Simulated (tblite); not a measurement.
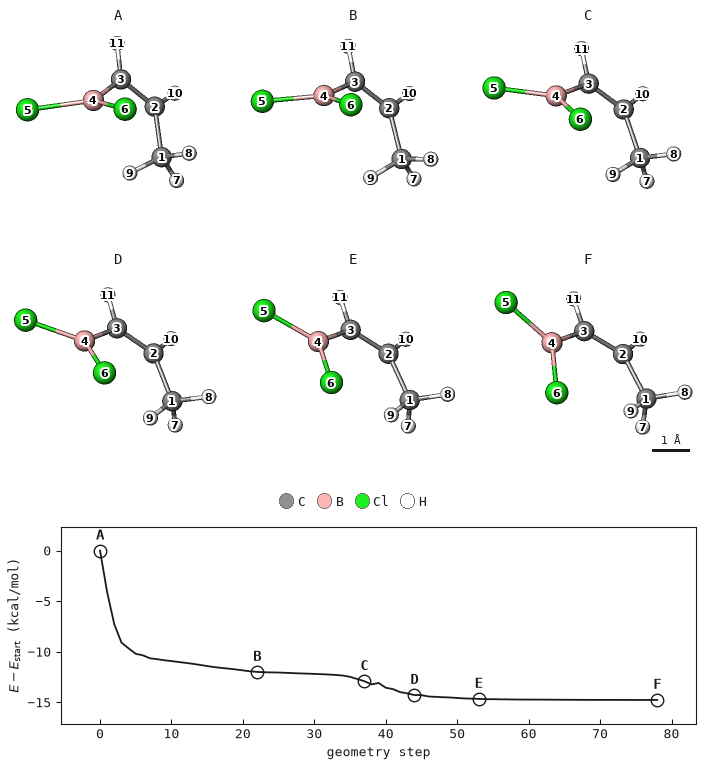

Frames of a relaxation of C₃H₅BCl₂, marked on the history of the run. The picture is a ball-and-stick view, seen from a free direction.

Level of theory: GFN2-xTB geometry optimisation, gas phase in tblite 0.8.0. 

**What happens along the run?**

Over 78 geometry steps the energy falls by 14.8 kcal/mol. The atom that moves furthest after the best rigid fit is Cl6 (1.64 Å). By element the largest moves are Cl 1.64 Å, H 1.04 Å, C 0.42 Å, B 0.32 Å. Near-neighbour distances that change, for instance: B4–Cl5 1.858 → 1.733 Å, B4–Cl6 1.832 → 1.724 Å, C1–H7 1.115 → 1.091 Å, C2–C3 1.364 → 1.342 Å. Among the angles between lasting bonds that change: B4–C3–H11 125.9° → 113.9°, C1–C2–C3 116.4° → 128.2°, C2–C3–B4 119.9° → 130.9°. Groups turn about C3–B4 by about 75°, C1–C2 by about 40°. The run took 0.44 s on 1 thread of Arm Neoverse V1, with other jobs on the host. From step 0 to 22: Cl atoms move most (0.28 Å), energy −12.0 kcal/mol. From step 22 to 37: Cl6 moves most (0.44 Å), energy −0.92 kcal/mol. From step 37 to 44: Cl atoms move most (0.34 Å), energy −1.36 kcal/mol. From step 44 to 53: Cl6 moves most (0.37 Å), energy −0.38 kcal/mol. From step 53 to 78: Cl6 moves most (0.43 Å), energy −0.10 kcal/mol.

```tsv
step	E − E(0), kcal/mol
0	0.00
1	-4.13
2	-7.28
3	-9.08
4	-9.66
5	-10.19
6	-10.34
7	-10.64
8	-10.73
9	-10.83
10	-10.91
14	-11.29
17	-11.59
21	-11.92
24	-12.03
28	-12.13
31	-12.21
35	-12.47
39	-13.07
42	-13.97
46	-14.41
49	-14.51
53	-14.65
57	-14.69
60	-14.71
64	-14.73
67	-14.74
71	-14.75
74	-14.75
78	-14.75
```
